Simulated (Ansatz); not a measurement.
Base system: MoSe2 in the 2H-MoS2 type structure (space group P6_3/mmc, No. 194; a = 3.277 Å, c = 12.731 Å; layered, stacked along the Cartesian z axis). Axes: x lies along a and z along c of the hexagonal cell.

It is then changed as follows: uniaxial strain ε_zz = +1.13 %, all other strain components held at zero, atoms relaxed at fixed cell.

The values are results of Ansatz (a first-principles code), PBE-D3(BJ), PAW, cutoff 420 eV, spin-orbit coupling left out, earlier PAW set, not measurements.

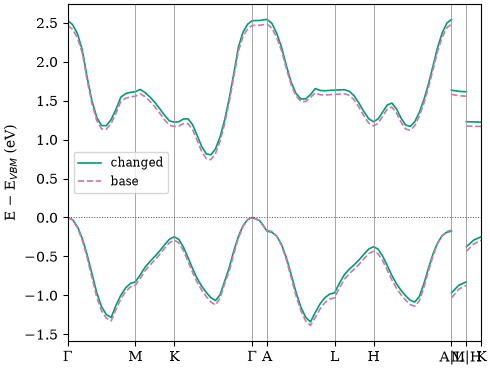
Highest valence and lowest conduction band along the path, each from its own valence-band maximum

From the figure, how large is the changed gap, and is it direct?

About 0.80 eV, indirect, Γ → K–Γ (47 % along).

No phonon test of stability was made.
